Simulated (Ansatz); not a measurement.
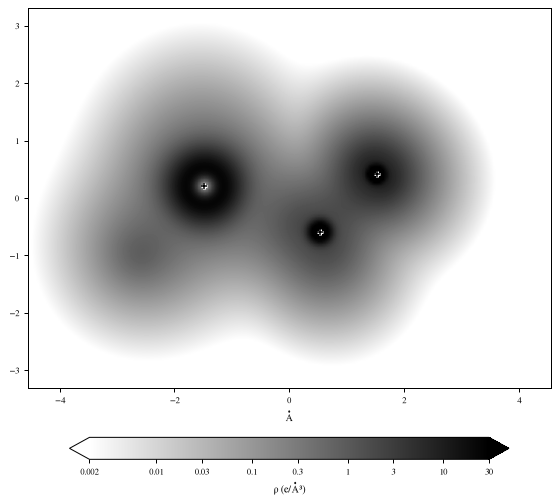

The electron density on a plane through atoms (crosses mark nuclei in the plane).

Method: RKS PBE0-D4/def2-TZVPP (Ansatz).

Candidates:
A. F5P (SMILES FP(F)(F)(F)F)
B. C3H6Cl2 (SMILES CC(Cl)CCl)
C. CH6OSn (SMILES O[CH2][SnH3])

**Which system is this?**

Candidate C: CH6OSn on the plane of atoms O1, C2 and Sn3, which holds O, C and Sn. C–O (1.41 Å): ρ is about 2 e/Å³ halfway, with its minimum of 1.8 e/Å³ about 0.5 Å from C. C–Sn (2.17 Å): ρ is about 0.71 e/Å³ halfway.
